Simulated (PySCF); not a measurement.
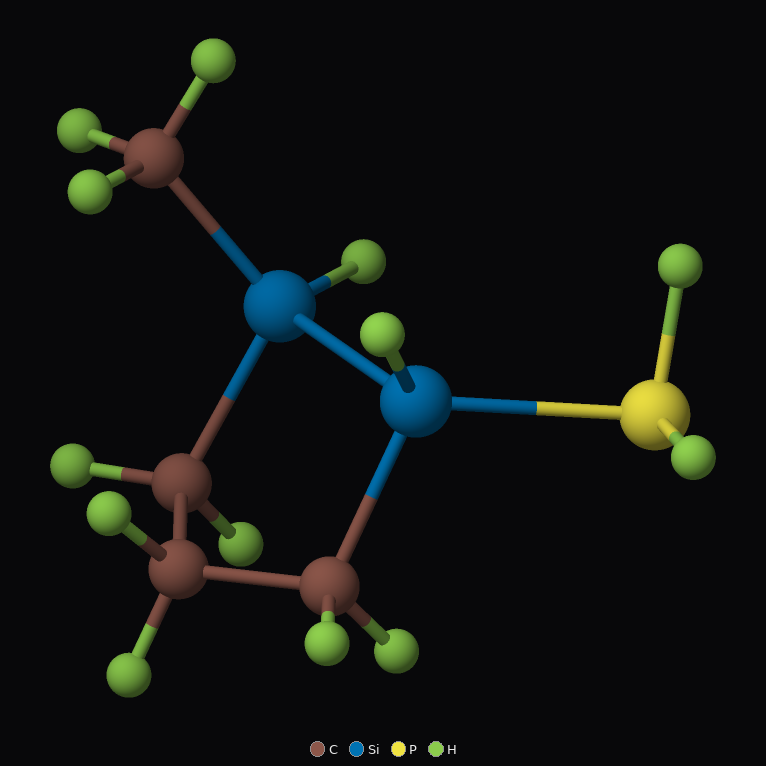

Ball-and-stick drawing of a structure. Every bond is drawn as one stick, whatever its order.

The geometry was computed by an optimisation with PBE0-D3(BJ)/def2-SVP. No frequency run is at hand to confirm it as a minimum.

Identify the structure.

Formula C₄H₁₃PSi₂. SMILES: `C[Si@@H]1CCC[Si@H]1P`. Independent rings (smallest set): 1 of 5 members. Among its groups: Si–H bond. This geometry has C1 symmetry. Coordination, clear cases only: 4 C tetrahedral; 1 P trigonal pyramidal.

The parts below concern this one geometry. Atoms keep their numbers from picture to picture.

**Geometry**

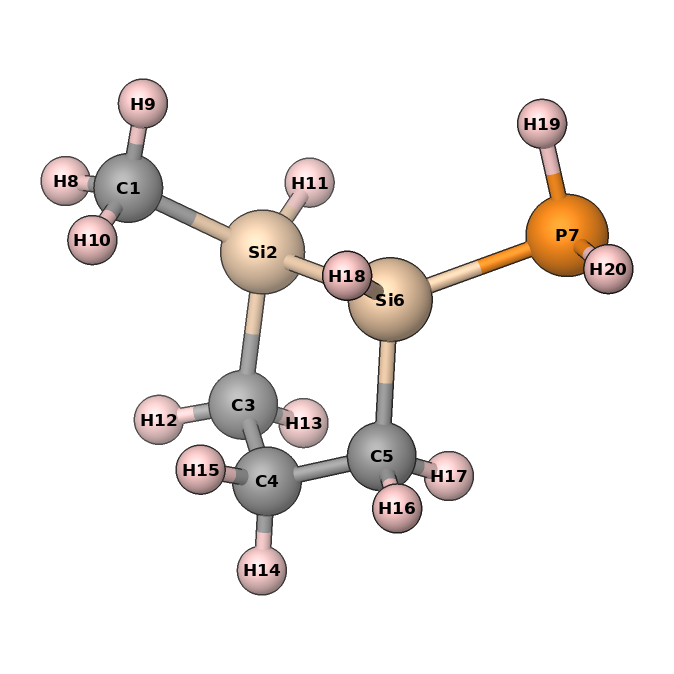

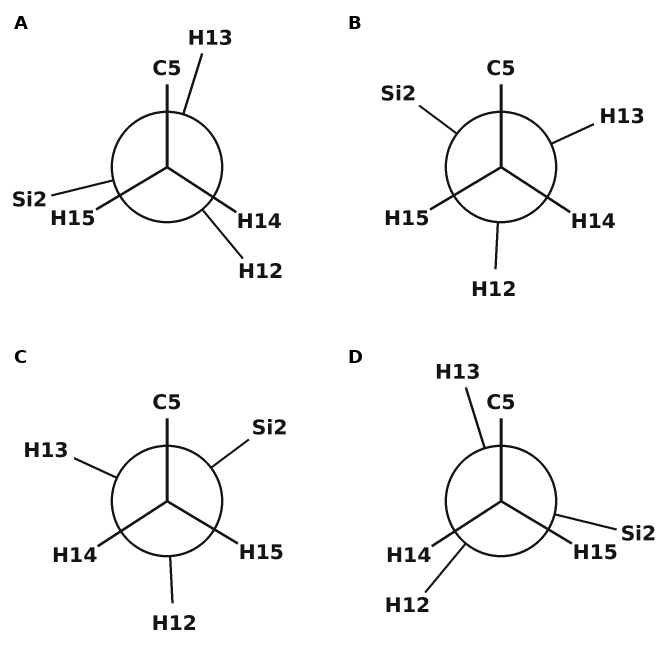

Atoms fade into the background with distance from the viewer. Bonds that would overlap in a projection are set slightly apart. No frequency run is at hand to confirm it as a minimum.

Question: Which Newman projection shows the view along C4–C3, with C4 in front?

Answer: B. The torsion angle C5–C4–C3–Si2 is −53°, synclinal (gauche).

**NMR shielding**

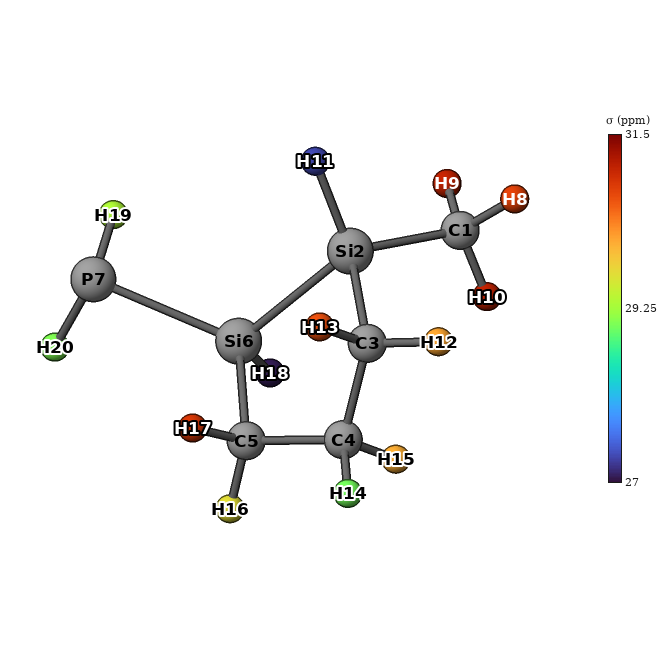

Atoms are coloured by their isotropic NMR shieldings (H only, the others grey). No frequency run is at hand to confirm it as a minimum. Method: GIAO PBE0/pcSseg-1 NMR shielding, non-relativistic, IEF-PCM tetrahydrofuran (PySCF 2.14.0).

Give the isotropic NMR shieldings of the H atoms atom by atom.

| atom | σ (ppm) |
| --- | --- |
| H8 | 30.77 |
| H9 | 31.05 |
| H10 | 31.06 |
| H11 | 27.34 |
| H12 | 30.14 |
| H13 | 30.66 |
| H14 | 29.01 |
| H15 | 30.08 |
| H16 | 29.70 |
| H17 | 30.85 |
| H18 | 27.08 |
| H19 | 29.33 |
| H20 | 29.06 |

**Core levels**

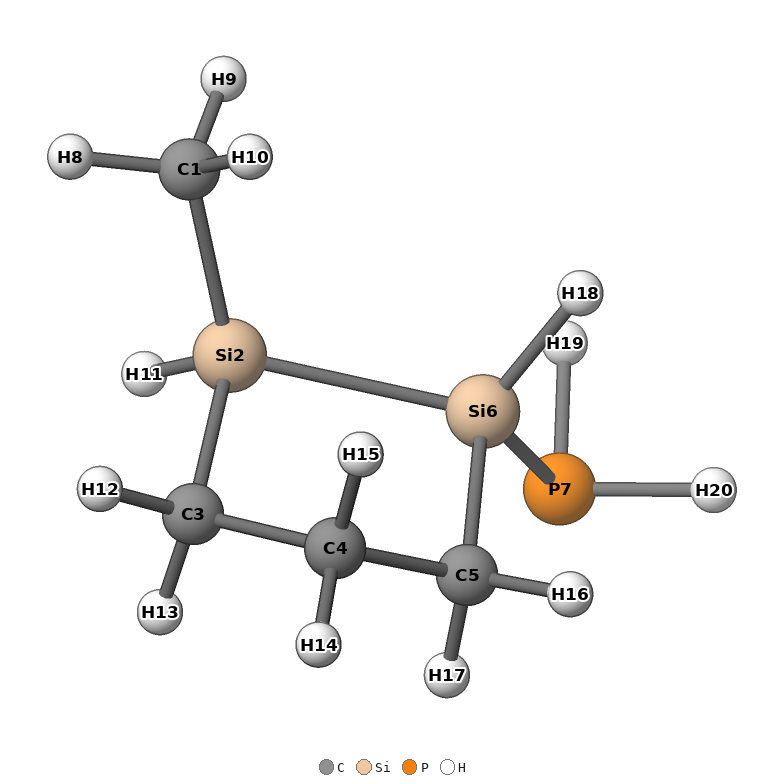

No frequency run is at hand to confirm it as a minimum. Level of theory: delta-SCF UKS SCAN, pcX-2 on the ionised atom, pcseg-1 elsewhere, spin-free X2C (PySCF 2.14.0).

Give the core-electron binding energies (to vacuum; p and d levels without spin–orbit splitting) of C1 1s, Si2 1s, Si2 2p, C3 1s, C4 1s, C5 1s, Si6 1s, Si6 2p, P7 1s, P7 2p.

```tsv
atom	level	binding energy (eV)
C1	1s	290.0
Si2	1s	1845.5
Si2	2p	106.0
C3	1s	289.8
C4	1s	290.5
C5	1s	289.8
Si6	1s	1845.5
Si6	2p	106.0
P7	1s	2149.5
P7	2p	136.2
```

**Excitation**

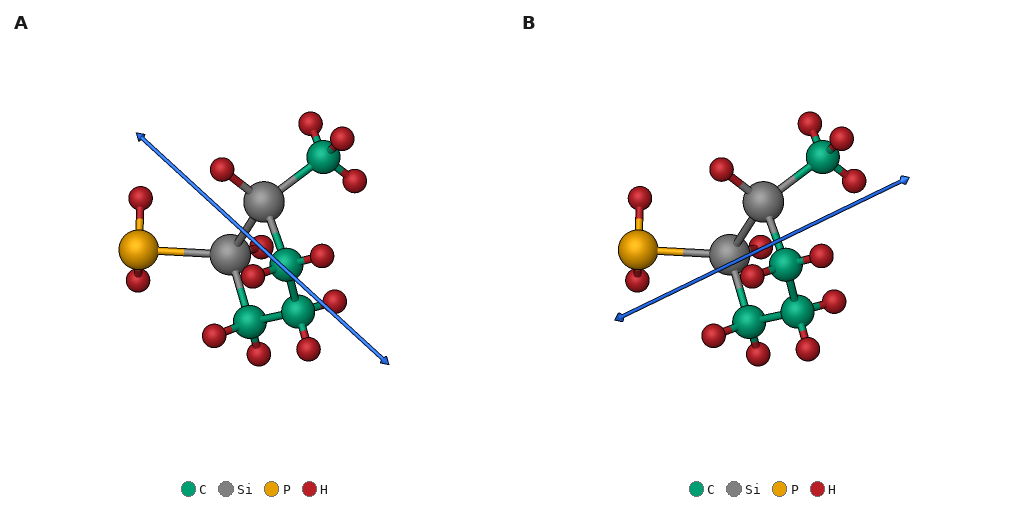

The double arrows show the directions of two transition dipoles from the ground state (lengths mean nothing). No frequency run is at hand to confirm it as a minimum. Method: TDDFT CAM-B3LYP/def2-SVPD, vertical, gas phase, core orbitals frozen in the response (PySCF 2.14.0).

Question: One belongs to singlet state 7 and one to singlet state 8. Which is which?

Answer: A: state 7, 7.08 eV (175 nm), oscillator strength 0.021, mainly HOMO−1 → LUMO+2 (weight 0.52).
B: state 8, 7.28 eV (170 nm), oscillator strength 0.20, mainly HOMO → LUMO+3 (weight 0.61).
